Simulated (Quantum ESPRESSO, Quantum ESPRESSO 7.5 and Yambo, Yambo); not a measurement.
# ZnWO4 (P2/c): G0W0 with Yambo, start to end

Wanted: ground state, empty states, screening and self-energy for ZnWO4 (P2/c).

Calculated with Quantum ESPRESSO 7.5 and Yambo 5.3.0; LDA and many-body steps on it, plane waves.

**What was measured.**

- Gap 3.9 eV: direct gap from absorption edge with Urbach fit (lower value of the range); optical absorption; 300 K; bulk crystal (thin cleaved platelet of Czochralski crystal, 10-30 um thick) (“Optical absorption of divalent metal tungstates: Correlation between the band-gap energy and the cation ionic radius”, 2008, arxiv:0807.2115).

## 1. The structure

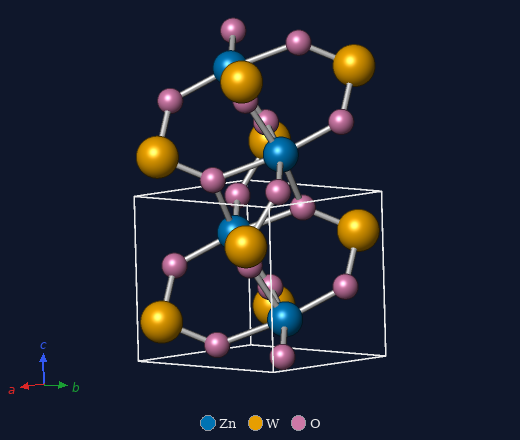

The starting structure, seen from a free direction (zinc blue, tungsten orange, oxygen pink). 1×1×2 cells are drawn. Some periodic images of atoms are drawn too.

Geometry: measured (diffraction); atoms relaxed with LDA. The runs that relaxed it are not among those shown. Spin-orbit coupling is left out unless a step names it.

## 2. Ground state

This step: Quantum ESPRESSO 7.5; DFT, LDA, plane waves, norm-conserving pseudopotentials.

The ground-state density comes first.

File pw.in:

```
&control
  calculation = 'scf'
  prefix = 'x'
  outdir = 'o'
  pseudo_dir = 'pseudo'
/
&system
  ibrav = 0
  nat = 12
  ntyp = 3
  ecutwfc = 72.0
  nbnd = 68
  force_symmorphic = .true.
/
&electrons
  conv_thr = 1e-10
  electron_maxstep = 80
  mixing_beta = 0.5
/
ATOMIC_SPECIES
  Zn 65.38 Zn.upf
  W 183.84 W.upf
  O 15.999 O.upf
CELL_PARAMETERS angstrom
  4.6986000000 -0.0000000000 0.0000000000
  -0.0000000000 5.7293000000 -0.0000000000
  -0.0529884090 -0.0000000000 4.9364156144
ATOMIC_POSITIONS crystal
  Zn 0.5000000000 0.6783662714 0.2500000000
  Zn 0.5000000000 0.3216337286 0.7500000000
  W 0.0000000000 0.1797176915 0.2500000000
  W 0.0000000000 0.8202823085 0.7500000000
  O 0.2127134037 0.1077526921 0.9345085621
  O 0.7872865928 0.1077526921 0.5654914111
  O 0.7872865928 0.8922473079 0.0654914111
  O 0.2127134037 0.8922473079 0.4345085621
  O 0.2578447892 0.3714211883 0.4017484683
  O 0.7421552072 0.3714211883 0.0982515050
  O 0.7421552072 0.6285788117 0.5982515050
  O 0.2578447892 0.6285788117 0.9017484683
K_POINTS automatic
  4 4 4 0 0 0
```

Launch:

```console
$ OMP_NUM_THREADS=1 mpirun -n 8 pw.x -nk 8 -in pw.in > pw.out
```

The log of the run:

```text
Program PWSCF v.7.5 starts

     This program is part of the open-source Quantum ESPRESSO suite
     for quantum simulation of materials; please cite
         "P. Giannozzi et al., J. Phys.:Condens. Matter 21 395502 (2009);
         "P. Giannozzi et al., J. Phys.:Condens. Matter 29 465901 (2017);
         "P. Giannozzi et al., J. Chem. Phys. 152 154105 (2020);
     in publications or presentations arising from this work. More details at
     Message from routine setup:
     using ibrav=0 with symmetry is DISCOURAGED, use correct ibrav instead

     G-vector sticks info

     bravais-lattice index     =            0
     lattice parameter (alat)  =       8.8791  a.u.
     unit-cell volume          =     896.7644 (a.u.)^3
     number of atoms/cell      =           12
     number of atomic types    =            3
     number of electrons       =       116.00
     number of Kohn-Sham states=           68
     kinetic-energy cutoff     =      72.0000  Ry
     charge density cutoff     =     288.0000  Ry
     scf convergence threshold =      1.0E-10
     mixing beta               =       0.5000
     number of iterations used =            8  plain     mixing
     Exchange-correlation= SLA  PW   NOGX NOGC
                           (   1   4   0   0   0   0   0)

     celldm(1)=   8.879067  celldm(2)=   0.000000  celldm(3)=   0.000000
     celldm(4)=   0.000000  celldm(5)=   0.000000  celldm(6)=   0.000000

     crystal axes: (cart. coord. in units of alat)
               a(1) = (   1.000000  -0.000000   0.000000 )
               a(2) = (  -0.000000   1.219363  -0.000000 )
               a(3) = (  -0.011277  -0.000000   1.050614 )

     reciprocal axes: (cart. coord. in units 2 pi/alat)
               b(1) = (  1.000000  0.000000  0.010734 )
               b(2) = (  0.000000  0.820100  0.000000 )
               b(3) = (  0.000000  0.000000  0.951824 )
     Pseudo is Norm-conserving + core correction, Zval = 20.0
     Generated using ONCVPSP code by D. R. Hamann
     Using radial grid of 1296 points,  6 beta functions with:
     Pseudo is Norm-conserving + core correction, Zval = 14.0
     Generated using ONCVPSP code by D. R. Hamann
     Using radial grid of 1380 points,  8 beta functions with:
     Pseudo is Norm-conserving + core correction, Zval =  6.0
     Generated using ONCVPSP code by D. R. Hamann
     Using radial grid of  926 points,  5 beta functions with:
     Zn               20.00    65.38000     Zn( 1.00)
     W                14.00   183.84000     W ( 1.00)
     O                 6.00    15.99900     O ( 1.00)

      2 Sym. Ops., with inversion, found

   Cartesian axes

     site n.     atom                  positions (alat units)
         1        Zn     tau(   1) = (   0.4971806   0.8271749   0.2626535  )
         2        Zn     tau(   2) = (   0.4915419   0.3921883   0.7879606  )
         3        W      tau(   3) = (  -0.0028194   0.2191411   0.2626535  )
         4        W      tau(   4) = (  -0.0084581   1.0002221   0.7879606  )
         5        O      tau(   5) = (   0.2021745   0.1313897   0.9818079  )
         6        O      tau(   6) = (   0.7809093   0.1313897   0.5941133  )
         7        O      tau(   7) = (   0.7865480   1.0879735   0.0688062  )
         8        O      tau(   8) = (   0.2078132   1.0879735   0.4565008  )
         9        O      tau(   9) = (   0.2533141   0.4528973   0.4220826  )
        10        O      tau(  10) = (   0.7410472   0.4528973   0.1032244  )
        11        O      tau(  11) = (   0.7354084   0.7664659   0.6285315  )
        12        O      tau(  12) = (   0.2476753   0.7664659   0.9473897  )

     number of k points=    36
                       cart. coord. in units 2pi/alat
        k(    1) = (   0.0000000   0.0000000   0.0000000), wk =   0.0312500
        k(    2) = (   0.0000000   0.0000000   0.2379561), wk =   0.0625000
        k(    3) = (   0.0000000   0.0000000  -0.4759121), wk =   0.0312500
        k(    4) = (   0.0000000   0.2050250   0.0000000), wk =   0.0625000
        k(    5) = (   0.0000000   0.2050250   0.2379561), wk =   0.0625000
        k(    6) = (   0.0000000   0.2050250  -0.4759121), wk =   0.0625000
        k(    7) = (   0.0000000  -0.4100501   0.0000000), wk =   0.0312500
        k(    8) = (   0.0000000  -0.4100501   0.2379561), wk =   0.0625000
        k(    9) = (   0.0000000  -0.4100501  -0.4759121), wk =   0.0312500
        k(   10) = (   0.2500000   0.0000000   0.0026835), wk =   0.0625000
     [... 24 further rows ...]
        k(   35) = (  -0.2500000   0.2050250   0.2352725), wk =   0.0625000
        k(   36) = (   0.5000000   0.2050250  -0.2325890), wk =   0.0625000

     Dense  grid:    73983 G-vectors     FFT dimensions: (  48,  60,  54)

     Initial potential from superposition of free atoms

     starting charge     115.9989, renormalised to     116.0000
     Starting wfcs are   72 randomized atomic wfcs

     per-process dynamical memory:   125.1 Mb

     Self-consistent Calculation

     iteration #  1     ecut=    72.00 Ry     beta= 0.50

     total energy              =   -1402.35674798 Ry
     estimated scf accuracy    <       4.08727097 Ry

     iteration #  2     ecut=    72.00 Ry     beta= 0.50

     total energy              =   -1402.82340769 Ry
     estimated scf accuracy    <       5.69010254 Ry

     iteration #  3     ecut=    72.00 Ry     beta= 0.50

     total energy              =   -1403.92781401 Ry
     estimated scf accuracy    <       0.49197198 Ry

     iteration #  4     ecut=    72.00 Ry     beta= 0.50

     total energy              =   -1403.97944994 Ry
     estimated scf accuracy    <       0.05601579 Ry

     iteration #  5     ecut=    72.00 Ry     beta= 0.50

     total energy              =   -1403.98342401 Ry
     estimated scf accuracy    <       0.00716921 Ry

     iteration #  6     ecut=    72.00 Ry     beta= 0.50

     total energy              =   -1403.98492450 Ry
     estimated scf accuracy    <       0.00304949 Ry

     iteration #  7     ecut=    72.00 Ry     beta= 0.50

     total energy              =   -1403.98527112 Ry
     estimated scf accuracy    <       0.00006306 Ry

     iteration #  8     ecut=    72.00 Ry     beta= 0.50

     total energy              =   -1403.98530434 Ry
     estimated scf accuracy    <       0.00003330 Ry

     iteration #  9     ecut=    72.00 Ry     beta= 0.50

     total energy              =   -1403.98530652 Ry
     estimated scf accuracy    <       0.00000231 Ry

     iteration # 10     ecut=    72.00 Ry     beta= 0.50

     total energy              =   -1403.98530697 Ry
     estimated scf accuracy    <       0.00000027 Ry

     iteration # 11     ecut=    72.00 Ry     beta= 0.50

     total energy              =   -1403.98530700 Ry
     estimated scf accuracy    <       0.00000013 Ry

     iteration # 12     ecut=    72.00 Ry     beta= 0.50

     total energy              =   -1403.98530702 Ry
     estimated scf accuracy    <          8.2E-10 Ry

     iteration # 13     ecut=    72.00 Ry     beta= 0.50

     total energy              =   -1403.98530702 Ry
     estimated scf accuracy    <          3.5E-10 Ry

     iteration # 14     ecut=    72.00 Ry     beta= 0.50

     End of self-consistent calculation

          k = 0.0000 0.0000 0.0000 (  9239 PWs)   bands (ev):

  -113.1984-113.1983 -67.8216 -67.8209 -67.8130 -67.8120 -67.8060 -67.8058
   -65.0509 -65.0427 -29.4399 -29.3932 -29.3719 -29.3051 -29.2953 -29.2552
    -8.9754  -7.6510  -7.4544  -7.2972  -7.2566  -7.2411  -6.8910  -6.7208
     2.7541   3.0017   3.3031   3.5108   3.7894   3.8911   3.9550   4.1404
     4.3831   4.7148   4.7592   4.9138   4.9385   5.1273   5.2548   5.3754
     5.3924   5.4772   6.1053   6.2078   6.3300   6.8216   6.8428   7.0052
     7.1924   7.3493   7.6374   7.8957   8.0341   8.2066   8.3390   8.6779
     8.7793   8.8234  12.5046  12.8981  12.9198  12.9260  13.6717  13.8668
    14.5007  16.3032  17.2244  17.5783

          k = 0.0000 0.0000 0.2380 (  9239 PWs)   bands (ev):

  -113.1984-113.1984 -67.8215 -67.8211 -67.8127 -67.8121 -67.8060 -67.8058
   -65.0497 -65.0439 -29.4378 -29.4065 -29.3632 -29.3248 -29.2752 -29.2541
    -8.7503  -7.6823  -7.5515  -7.5426  -7.1668  -7.1160  -6.9613  -6.7619
     2.9037   3.0214   3.3546   3.6155   3.6725   3.8444   3.9051   3.9490
[...]
15.1869  16.2150  16.7034  17.6706

          k = 0.0000 0.0000-0.4759 (  9224 PWs)   bands (ev):

  -113.1984-113.1984 -67.8213 -67.8213 -67.8124 -67.8124 -67.8059 -67.8059
[...]
2.8722   2.8722   3.4391   3.4391   3.8494   3.8494   4.2762   4.2762
     4.4658   4.4658   4.7685   4.7685   4.8551   4.8551   5.4599   5.4599
     5.7219   5.7219   5.8739   5.8739   6.3768   6.3768   6.8907   6.8907
     7.2392   7.2393   7.7310   7.7310   8.3361   8.3361   8.5560   8.5560
     8.9396   8.9396  12.4680  12.4680  12.9419  12.9419  13.2900  13.2900
    15.9164  15.9164  17.1697  17.1697

          k = 0.0000 0.2050 0.0000 (  9243 PWs)   bands (ev):

     [... further k-points ...]

     highest occupied, lowest unoccupied level (ev):     9.0602   11.9868

!    total energy              =   -1403.98530702 Ry
     estimated scf accuracy    <          3.3E-11 Ry

     The total energy is the sum of the following terms:
     one-electron contribution =    -788.18365020 Ry
     hartree contribution      =     445.39432755 Ry
     xc contribution           =    -220.06915642 Ry
     ewald contribution        =    -841.12682795 Ry

     convergence has been achieved in  14 iterations

     XML data file, charge density, pseudopotentials, collected wavefunctions

=------------------------------------------------------------------------------=
   JOB DONE.
=------------------------------------------------------------------------------=
```

Run time: 74 s. Hardware: 8 MPI ranks of Arm Neoverse V2, shared host; peak memory 1.5 GiB.

This step gave:

| Quantity | Value |
| --- | --- |
| total energy | -19102.1932 eV |
| gap | 2.927 eV |
| k of the valence top | 0, 0.25, -0.25 |
| k of the conduction bottom | 0, -0.5, 0 |
| least direct gap | 2.942 eV |

The gap is indirect, with the least direct gap 0.015 eV higher.

(Part 1 of 3 ends here.)

[Paths, hosts, dates, memory and timing lines, banners, echoed tables and standing remarks are left out of the program output.]

[Logs are printed without paths, hosts, clocks, repeated set-up lines and the standing remarks that a program may print on its own settings, such as how far it seeks lower states.]

[Runs of the session that timed out or met a known fault of the program may be left out.]

[Hosts, paths, dates, database ids (printed as entryN), source tags and the programs' standing remarks are cut or masked in the printed files.]
